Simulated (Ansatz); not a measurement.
# CH6BGaSi: how energies converge with the basis set

Aim: see how fast density functionals converge with the basis set for CH6BGaSi.

The runs use Ansatz 0.2.0, Gaussian basis; one geometry, several basis sets.

The runs, in order: PBE0-D4/def2-SVP; ωB97M-V/def2-SVP; PBE0-D4/def2-QZVPP; ωB97M-V/def2-QZVPP; the functionals' def2-TZVPP values are taken from earlier runs.

### Step 1. The relaxed structure

All runs share one geometry, relaxed beforehand with PBE0-D4 in a triple-zeta def2 set.

SMILES `[GaH2][CH]1B[SiH2]1`, 10 atoms, charge 0, spin multiplicity 1.

Atoms are counted from 1 here; the program's logs count them from 0.

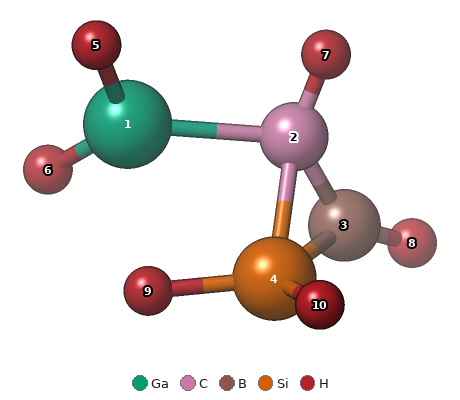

The structure; gallium teal, carbon pink, boron brown, silicon orange, hydrogen red; atoms are numbered from 1 in the order of the file.

Geometry (Å):

```xyz
10
CH6BGaSi
Ga   -1.17414    0.79663   -0.60750
C     0.18154   -0.71521   -0.58093
B     0.40163   -1.56239    0.59042
Si    0.92943    0.28480    0.87452
H    -0.95278    1.79344   -1.78920
H    -2.44422    0.68019    0.29003
H     0.38384   -0.92146   -1.63105
H     0.54698   -2.68818    0.93063
H    -0.11701    1.36723    1.13901
H     2.24473    0.96494    0.78409
```

### Step 2. PBE0-D4 in def2-SVP

File in.yaml:

```yaml
crystal:
  periodic: [false, false, false]
  atoms:
    - {symbol: Ga, position_ang: [-1.174140, 0.796634, -0.607504]}
    - {symbol: C, position_ang: [0.181544, -0.715209, -0.580935]}
    - {symbol: B, position_ang: [0.401632, -1.562387, 0.590417]}
    - {symbol: Si, position_ang: [0.929429, 0.284795, 0.874515]}
    - {symbol: H, position_ang: [-0.952784, 1.793442, -1.789203]}
    - {symbol: H, position_ang: [-2.444222, 0.680190, 0.290027]}
    - {symbol: H, position_ang: [0.383836, -0.921460, -1.631054]}
    - {symbol: H, position_ang: [0.546979, -2.688177, 0.930626]}
    - {symbol: H, position_ang: [-0.117008, 1.367228, 1.139013]}
    - {symbol: H, position_ang: [2.244733, 0.964944, 0.784087]}
basis:
  gaussian: {orbitals: def2-SVP}
hamiltonian: {xc: pbe0, dispersion: d4}
output: {orbitals: {seedname: orbitals}}
```

Command:

```
ansatz run in.yaml --threads 4 --pin off --events-out ev --progress --plain --max-ram 10444MiB
```

Output:

```text
Functional definition: PBE0
  name "PBE0"
  cite "Adamo & Barone, J. Chem. Phys. 110, 6158 (1999) doi:10.1063/1.478522"
  cite "Perdew, Burke & Ernzerhof, Phys. Rev. Lett. 77, 3865 (1996) doi:10.1103/PhysRevLett.77.3865"
  parent pbe
  parameter a = 0.25
  parameter kappa = 0.804
  parameter beta = 0.06672455060314922
  exchange = (1 - a)*pbe_x(kappa = kappa, mu = beta*pi^2/3) + a*exact_x
  correlation = pbe_c(beta = beta)
1090 factors; integrals over basis functions are off by at most 1.2e-3 eV
mean field evaluation 1: about -62034.6669 eV, gradient 5.3e1 eV
mean field evaluation 2: about -62022.6644 eV, gradient 7.9e1 eV
mean field evaluation 4: about -62041.4890 eV, gradient 3.9e0 eV
mean field evaluation 8: about -62041.5906 eV, gradient 2.5e-1 eV
mean field evaluation 16: about -62041.5908 eV, gradient 6.8e-5 eV
mean field -62041.59083324 eV, -2279.9864098208 hartree, gradient 6.8e-5 eV, S^2 0.000000; 0 other end points of the search recorded, 0 dependent functions left out
reference -62041.59086493 eV, -2279.9864109854 hartree; 31, 31 occupied and 77, 77 virtual orbitals, 1090 factors
Total energy: -62041.80112599 eV, -2279.9941379371 hartree
```

Wall time 1.1 s (4 threads of Intel Xeon at 2.60GHz, shared host); peak memory 0.25 GiB.

### Step 3. ωB97M-V in def2-SVP

in.yaml, as its differences from that of step 2:

```diff
@@ -15,3 +15,3 @@
   gaussian: {orbitals: def2-SVP}
-hamiltonian: {xc: pbe0, dispersion: d4}
+hamiltonian: {xc: {name: wB97M-V}}
 output: {orbitals: {seedname: orbitals}}
```

Launched as before.

Output, shortened:

```text
Functional definition: wB97M-V
  name "wB97M-V"
  cite "Mardirossian & Head-Gordon, J. Chem. Phys. 144, 214110 (2016) doi:10.1063/1.4952647"
  cite "Becke, J. Chem. Phys. 107, 8554 (1997) doi:10.1063/1.475007"
  cite "Vydrov & Van Voorhis, J. Chem. Phys. 133, 244103 (2010) doi:10.1063/1.3521275"
  # Of w^i u^j: cxij and so on, Table III.
[...]
  gx(w, u) = 1 - cx + cx01*u + cx10*w
  gss(w, u) = css00 + css04*u^4 + css10*w + css20*w^2 + css43*w^4*u^3
  gos(w, u) = cos00 + cos10*w + (cos20 + cos21*u)*w^2 + (cos60 + cos61*u)*w^6
[...]
      + integral(e_c_pw_mod_opposite_spin*gos(b97_w_opposite, b97_u_opposite)) + vv10(b, c)
1090 factors; integrals over basis functions are off by at most 1.2e-3 eV
349 factors; integrals over basis functions are off by at most 9.1e-6 eV
[...]
mean field -62049.44951731 eV, -2280.2752111337 hartree, gradient 2.6e-5 eV, S^2 0.000000; 0 other end points of the search recorded, 0 dependent functions left out
reference -62049.44956865 eV, -2280.2752130205 hartree; 31, 31 occupied and 77, 77 virtual orbitals, 1090 factors
Total energy: -62049.44956865 eV, -2280.2752130205 hartree
```

Run time: 3.6 s. Hardware: 4 threads of Intel Xeon at 2.60GHz, shared host; peak memory 0.37 GiB.

### Step 4. PBE0-D4 in def2-QZVPP

in.yaml, as its differences from that of step 3:

```diff
@@ -14,4 +14,4 @@
 basis:
-  gaussian: {orbitals: def2-SVP}
-hamiltonian: {xc: {name: wB97M-V}}
+  gaussian: {orbitals: "def2-QZVPP.json"}
+hamiltonian: {xc: pbe0, dispersion: d4}
 output: {orbitals: {seedname: orbitals}}
```

Same command.

Output:

```text
Functional definition: PBE0
  name "PBE0"
  cite "Adamo & Barone, J. Chem. Phys. 110, 6158 (1999) doi:10.1063/1.478522"
  cite "Perdew, Burke & Ernzerhof, Phys. Rev. Lett. 77, 3865 (1996) doi:10.1103/PhysRevLett.77.3865"
  parent pbe
  parameter a = 0.25
  parameter kappa = 0.804
  parameter beta = 0.06672455060314922
  exchange = (1 - a)*pbe_x(kappa = kappa, mu = beta*pi^2/3) + a*exact_x
  correlation = pbe_c(beta = beta)
1705 factors; their error is unknown
mean field evaluation 1: about -62044.0422 eV, gradient 6.8e1 eV
mean field evaluation 2: about -62021.0307 eV, gradient 1.1e2 eV
mean field evaluation 4: about -62054.3387 eV, gradient 5.8e0 eV
mean field evaluation 8: about -62054.4188 eV, gradient 3.3e-1 eV
mean field evaluation 16: about -62054.5739 eV, gradient 3.0e-4 eV
mean field -62054.57393485 eV, -2280.4635300048 hartree, gradient 6.4e-5 eV, S^2 0.000000; 0 other end points of the search recorded, 0 dependent functions left out
reference -62054.57398271 eV, -2280.4635317637 hartree; 31, 31 occupied and 422, 422 virtual orbitals, 1705 factors
Total energy: -62054.78424378 eV, -2280.4712587154 hartree
```

Wall time 6.5 s (4 threads of Intel Xeon at 2.60GHz, shared host); peak memory 1.8 GiB.

### Step 5. ωB97M-V in def2-QZVPP

in.yaml, as its differences from that of step 4:

```diff
@@ -15,3 +15,3 @@
   gaussian: {orbitals: "def2-QZVPP.json"}
-hamiltonian: {xc: pbe0, dispersion: d4}
+hamiltonian: {xc: {name: wB97M-V}}
 output: {orbitals: {seedname: orbitals}}
```

Same command.

Output, shortened:

```text
Functional definition: wB97M-V
  name "wB97M-V"
  cite "Mardirossian & Head-Gordon, J. Chem. Phys. 144, 214110 (2016) doi:10.1063/1.4952647"
  cite "Becke, J. Chem. Phys. 107, 8554 (1997) doi:10.1063/1.475007"
  cite "Vydrov & Van Voorhis, J. Chem. Phys. 133, 244103 (2010) doi:10.1063/1.3521275"
  # Of w^i u^j: cxij and so on, Table III.
[...]
  gx(w, u) = 1 - cx + cx01*u + cx10*w
  gss(w, u) = css00 + css04*u^4 + css10*w + css20*w^2 + css43*w^4*u^3
  gos(w, u) = cos00 + cos10*w + (cos20 + cos21*u)*w^2 + (cos60 + cos61*u)*w^6
[...]
      + integral(e_c_pw_mod_opposite_spin*gos(b97_w_opposite, b97_u_opposite)) + vv10(b, c)
1680 factors; their error is unknown
404 factors; integrals over basis functions are off by at most 8.4e-6 eV
[...]
mean field -62062.47454810 eV, -2280.7538721865 hartree, gradient 6.5e-5 eV, S^2 0.000000; 0 other end points of the search recorded, 0 dependent functions left out
reference -62062.47462497 eV, -2280.7538750115 hartree; 31, 31 occupied and 422, 422 virtual orbitals, 1680 factors
Total energy: -62062.47462497 eV, -2280.7538750115 hartree
```

Wall time 14 s (4 threads of Intel Xeon at 2.60GHz, shared host); peak memory 2.2 GiB.

### Step 6. Functionals by basis

The def2-TZVPP values come from earlier runs at the same geometry.

| functional | basis | functions | energy (eV) | from the largest (eV) | HOMO (eV) | LUMO (eV) |
| --- | --- | --- | --- | --- | --- | --- |
| PBE0-D4 | def2-SVP | 108 | -62041.8011 | 12.983 | -7.05 | -1.55 |
| PBE0-D4 | def2-TZVPP | 236 | -62053.2265 | 1.558 | -7.03 | -1.61 |
| PBE0-D4 | def2-QZVPP | 453 | -62054.7842 | 0.000 | -7.03 | -1.63 |
| ωB97M-V | def2-SVP | 108 | -62049.4496 | 13.025 | -9.04 | 0.40 |
| ωB97M-V | def2-TZVPP | 236 | -62060.9767 | 1.498 | -9.06 | 0.27 |
| ωB97M-V | def2-QZVPP | 453 | -62062.4746 | 0.000 | -9.05 | 0.19 |

### Step 7. Summary of results

| quantity | value |
| --- | --- |
| PBE0-D4: double and triple zeta above quadruple | 12.98, 1.56 eV |
| ωB97M-V: double and triple zeta above quadruple | 13.03, 1.50 eV |

PBE0-D4 gains 11.43 eV from double to triple zeta, then 1.56 eV more. Total energies overstate the basis error of differences, where much of it tends to cancel.

For PBE0-D4 the largest set took about 6 times as long as the smallest (6.5 s against 1.1 s).
